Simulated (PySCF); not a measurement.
System: C5H8ClNSi2.

The calculation's input:

```
{"job": {"kind": "nmr", "xc": "PBE0", "basis": "pcSseg-1"}, "charge": 0, "multiplicity": 1}
Si    -3.085619    -0.079829     0.727414
Si    -1.628504     0.518777    -0.957883
C      0.151628     0.158649    -0.411216
C      1.226165     0.007684    -1.281750
C      2.491634    -0.228013    -0.775328
C      2.637280    -0.305977     0.602251
Cl     4.188094    -0.596772     1.304829
C      1.515147    -0.149052     1.406037
N      0.317576     0.074870     0.906507
H     -3.816535     1.081676     1.245207
H     -4.113810    -0.996593     0.217024
H     -2.445910    -0.743156     1.861160
H     -1.639139     1.942944    -1.331205
H     -1.801603    -0.193933    -2.235614
H      1.065333     0.075730    -2.346905
H      3.346063    -0.348240    -1.424408
H      1.585200    -0.206735     2.483971
```

Run with:

```sh
OMP_NUM_THREADS=1 python probes_run.py task.json out
```

Geometry: GFN2-xTB.

These are results of PBE0/pcSseg-1, SCF density, gas phase, non-relativistic in PySCF 2.14.0, not measurements.

What will maps of the electron density and electron localisation function show?

Answer. C–N (1.32 Å): ρ is about 2.5 e/Å³ halfway; the ELF peaks at about 0.90 between the atoms: a covalent bond.
C–C (1.38 Å): the density is about 2.1 e/Å³ at the midpoint; the ELF peaks at about 0.95 between the atoms (a covalent bond).
C–Cl (1.73 Å): the density is about 1.5 e/Å³ at the midpoint; the ELF peaks at about 0.90 between the atoms; a shared electron pair.
C–Si (1.90 Å): the density is about 0.93 e/Å³ at the midpoint; the ELF peaks at about 1 between the atoms (localised, covalent bonding).

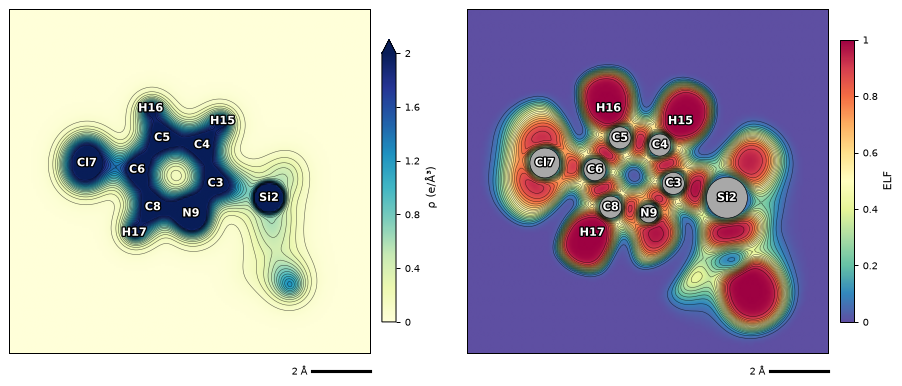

Computed electron density and electron localisation function on the plane of atoms Cl7, C6 and C8, in this order. Grey discs cover the atomic cores in the ELF map. 
